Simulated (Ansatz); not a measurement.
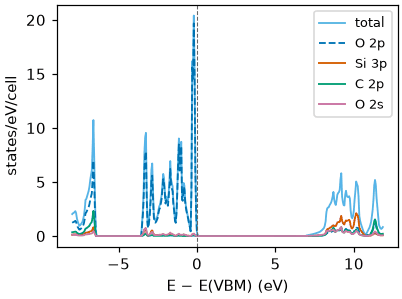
Fig. 1. Total and projected density of states of SiCO$_{4}$ in space group I-4 (No. 82; Si on 2a, C on 2c, O on 8g), plane-wave PAW PBE (Ansatz code)

Q: Which orbitals carry the states next to the gap?

A: Top 1 eV of the valence band: O 2p 96 %. Bottom 1 eV of the conduction band: Si 3s 38 %, O 2s 21 %, O 2p 10 %, Si 3p 8 %, C 2s 7 %, outside the projected shells 12 %. Projections are on Löwdin-orthogonalised atomic valence shells; empty p or d shells of many metals are not among them.

The start of the workflow was typed in or built on a structure type; neither database checked (COD, Materials Project) lists it. Whether it is the stable phase at ambient conditions was not checked. The PBE relaxation kept the symmetry of its start; its stability against distortions is not shown here. The volume moved by 18 % from the start of the relaxation.

Potentials: the earlier of the program's two PAW sets.
